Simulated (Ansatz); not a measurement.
# triplet C3H11AlO at 6 levels

Wanted: a comparison of 6 runs (UHF/STO-3G, UHF/3-21G, U-revPBE/6-31G*, UCAM-B3LYP/6-31G*, RPA@PBE0/6-31G*, UBCCD(T)/6-31G*) of triplet C3H11AlO. 

Program for the calculation: Ansatz 0.2.0.

71 further runs of the same task are left out: 2 that didn't finish, 69 set aside as unsound or not needed.

**1. The system as given**

C3H11AlO: 16 atoms, total charge 0, spin state triplet. SMILES of the parent species: `C[Al-](C)(C)[OH2+]`. The shape is that of a PBE0-D4/def2-TZVP optimisation. This is one conformer, not always the lowest. That shape belongs to the parent species and isn't relaxed for this state.

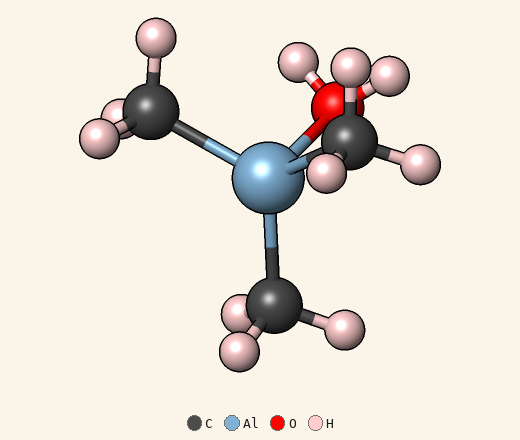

Viewed from a chosen angle; carbon dark grey, aluminium light blue, oxygen red, hydrogen pink.

**2. A single-point energy at UHF/STO-3G (run 1)**

Contents of run.yaml:

```yaml
basis:
  gaussian:
    orbitals: STO-3G
crystal:
  periodic: [false, false, false]
  atoms:
    - {symbol: C, position_ang: [-0.637980, 0.723110, -1.712710]}
    - {symbol: Al, position_ang: [0.085580, -0.140530, -0.085580]}
    - {symbol: C, position_ang: [1.698930, 0.654370, 0.740480]}
    - {symbol: C, position_ang: [-0.210750, -2.071140, 0.142530]}
    - {symbol: O, position_ang: [-1.268240, 0.678630, 1.227590]}
    - {symbol: H, position_ang: [-0.585750, 1.818080, -1.686750]}
    - {symbol: H, position_ang: [-0.069050, 0.414640, -2.597260]}
    - {symbol: H, position_ang: [-1.679210, 0.445600, -1.917720]}
    - {symbol: H, position_ang: [1.843550, 0.343900, 1.782560]}
    - {symbol: H, position_ang: [1.707300, 1.750610, 0.717030]}
    - {symbol: H, position_ang: [2.601530, 0.334090, 0.207600]}
    - {symbol: H, position_ang: [-0.016600, -2.405220, 1.167190]}
    - {symbol: H, position_ang: [0.454110, -2.651670, -0.507280]}
    - {symbol: H, position_ang: [-1.233710, -2.369370, -0.110180]}
    - {symbol: H, position_ang: [-0.808840, 1.221910, 1.877580]}
    - {symbol: H, position_ang: [-1.880870, 1.252980, 0.754900]}
magnetization:
  spin_polarized: true
  initial_magnetization: 2
accuracy: high
output: {orbitals: {seedname: orbitals}}
hamiltonian:
  xc: hf
```

Run with:

```
$ ansatz run run.yaml --threads 1 --pin off --max-ram 3480MiB --events-out events.jsonl --progress --plain --runs-dir runs
```

Standard output:

```text
Warning: RAYON_NUM_THREADS=1 ignored (pool sized by the plan → 1); use --threads N
Functional definition: HF
  name "HF"
  exchange = exact_x
  correlation = 0
906 factors; integrals over basis functions are off by at most 4.6e-9 eV
mean field evaluation 1: about -11729.0797 eV, gradient 1.4e1 eV
mean field evaluation 2: about -11729.3291 eV, gradient 1.4e1 eV
mean field evaluation 4: about -11731.4336 eV, gradient 2.7e0 eV
mean field evaluation 8: about -11731.9063 eV, gradient 3.4e-1 eV
mean field evaluation 16: about -11731.9258 eV, gradient 2.6e-8 eV
mean field evaluation 32: about -11731.5592 eV, gradient 4.3e-1 eV
mean field evaluation 64: about -11725.9194 eV, gradient 2.3e0 eV
mean field evaluation 96: about -11724.2830 eV, gradient 1.2e1 eV
mean field evaluation 128: about -11731.1167 eV, gradient 2.6e0 eV
mean field evaluation 160: about -11731.9258 eV, gradient 5.7e-4 eV
mean field -11731.92575361 eV, -431.1403192604 hartree, gradient 3.7e-8 eV, S^2 2.017112; 4 other end points of the search recorded, 0 dependent functions left out
reference -11731.92575361 eV, -431.1403192604 hartree; 26, 24 occupied and 14, 16 virtual orbitals, 906 factors
Total energy: -11731.92575361 eV, -431.1403192604 hartree
```

Run time: 3 s. Hardware: 1 thread of Arm Neoverse V1, shared host; peak memory 0.12 GiB.

**3. A single-point energy at UHF/3-21G (run 2)**

Contents of molecule.yaml:

```yaml
crystal:
  periodic: [false, false, false]
  atoms:
    - {symbol: C, position_ang: [-0.637980, 0.723110, -1.712710]}
    - {symbol: Al, position_ang: [0.085580, -0.140530, -0.085580]}
    - {symbol: C, position_ang: [1.698930, 0.654370, 0.740480]}
    - {symbol: C, position_ang: [-0.210750, -2.071140, 0.142530]}
    - {symbol: O, position_ang: [-1.268240, 0.678630, 1.227590]}
    - {symbol: H, position_ang: [-0.585750, 1.818080, -1.686750]}
    - {symbol: H, position_ang: [-0.069050, 0.414640, -2.597260]}
    - {symbol: H, position_ang: [-1.679210, 0.445600, -1.917720]}
    - {symbol: H, position_ang: [1.843550, 0.343900, 1.782560]}
    - {symbol: H, position_ang: [1.707300, 1.750610, 0.717030]}
    - {symbol: H, position_ang: [2.601530, 0.334090, 0.207600]}
    - {symbol: H, position_ang: [-0.016600, -2.405220, 1.167190]}
    - {symbol: H, position_ang: [0.454110, -2.651670, -0.507280]}
    - {symbol: H, position_ang: [-1.233710, -2.369370, -0.110180]}
    - {symbol: H, position_ang: [-0.808840, 1.221910, 1.877580]}
    - {symbol: H, position_ang: [-1.880870, 1.252980, 0.754900]}
basis:
  gaussian:
    orbitals: 3-21G.json
magnetization:
  spin_polarized: true
  initial_magnetization: 2
hamiltonian:
  xc: hf
accuracy: high
output: {orbitals: {seedname: orbitals}}
```

The basis set 3-21G is read from a file made from the Basis Set Exchange's data (not shown).

Run with:

```
$ ansatz run molecule.yaml --threads 1 --pin off --max-ram 3480MiB --events-out events.jsonl --progress --plain --runs-dir runs
```

Standard output, cut to the lines that bear on the results:

```text
Warning: RAYON_NUM_THREADS=1 ignored (pool sized by the plan → 1); use --threads N
[... 2 set-up lines as earlier in the session ...]
[...]
1714 factors; integrals over basis functions are off by at most 9.7e-9 eV
[...]
mean field -11814.35146044 eV, -434.1694081160 hartree, gradient 5.1e-8 eV, S^2 2.007929; 5 other end points of the search recorded, 0 dependent functions left out
reference -11814.35146044 eV, -434.1694081160 hartree; 26, 24 occupied and 45, 47 virtual orbitals, 1714 factors
Total energy: -11814.35146044 eV, -434.1694081160 hartree
```

It took 15 s on 1 thread of Arm Neoverse V1, shared host; peak memory 0.33 GiB.

Runs 3 to 5 aren't shown in full; the table further down has their settings and results.

**4. The energy at UBCCD(T)/6-31G(d) (spherical functions) (run 6)**

Changes to run.yaml since step 2:

```diff
@@ -1,4 +1 @@
-basis:
-  gaussian:
-    orbitals: STO-3G
 crystal:
@@ -22,2 +19,5 @@
     - {symbol: H, position_ang: [-1.880870, 1.252980, 0.754900]}
+basis:
+  gaussian:
+    orbitals: 6-31G_st_-spherical.json
 magnetization:
@@ -25,5 +25,7 @@
   initial_magnetization: 2
+correlation:
+  method: bccd_t
+  frozen_orbitals: {Al: 5, C: 1, H: 0, O: 1}
 accuracy: high
-output: {orbitals: {seedname: orbitals}}
-hamiltonian:
-  xc: hf
+scf:
+  omitted_lower_state_checks: [cluster_reference, increment]
```

The basis set 6-31G* is read from a file made from the Basis Set Exchange's data (not shown).

Run with:

```
$ ansatz run run.yaml --threads 1 --pin off --max-ram 3480MiB --events-out events.jsonl --progress --plain --runs-dir runs
```

Standard output:

```text
Warning: RAYON_NUM_THREADS=1 ignored (pool sized by the plan → 1); use --threads N
[... 19 lines left out ...]
9 core orbitals not correlated: weight in the atoms' cores, before any rotation towards them, 1.000 or more for the frozen orbitals, at most 0.000 for the correlated occupied ones
[... 48 lines left out ...]
Total energy: -11898.21871076 eV, -437.2514727181 hartree
Checks for a lower state left out: cluster_reference, increment
```

Wall time 7.4 min (1 thread of Arm Neoverse V1, shared host); peak memory 2 GiB.

**5. Overview of the runs**

| run | level | frozen core orbitals | energy (Eh) | ⟨S²⟩ | wall time |
| --- | --- | --- | --- | --- | --- |
| 1 | UHF/STO-3G | – | -431.140319 | 2.017 | 3 s |
| 2 | UHF/3-21G | – | -434.169408 | 2.008 | 15 s |
| 3 | U-revPBE/6-31G* (spherical functions) | – | -438.259288 | 2.002 | 71 s |
| 4 | UCAM-B3LYP/6-31G* (spherical functions) | – | -438.250894 | 2.008 | 88 s |
| 5 | RPA@PBE0/6-31G* (spherical functions) | 9 | -437.482952 | 2.005 | 2.3 min |
| 6 | UBCCD(T)/6-31G* (spherical functions) | 9 | -437.251473 | 2.012 | 7.4 min |

**6. Outcome**

```
                                          quantity          value
                               run 6: total energy  -437.25147 Eh
run 6: correlation energy (9 core orbitals frozen)     -719.4 mEh
                             run 6: (T) correction     -20.07 mEh
          run 6: ⟨S²⟩ of the reference determinant          2.012
```

**Reading.** Totals of different functionals can't be ranked against each other. In run 1 the basis is minimal, so the values are rough. All runs together took 13 min, the longest 7.4 min.
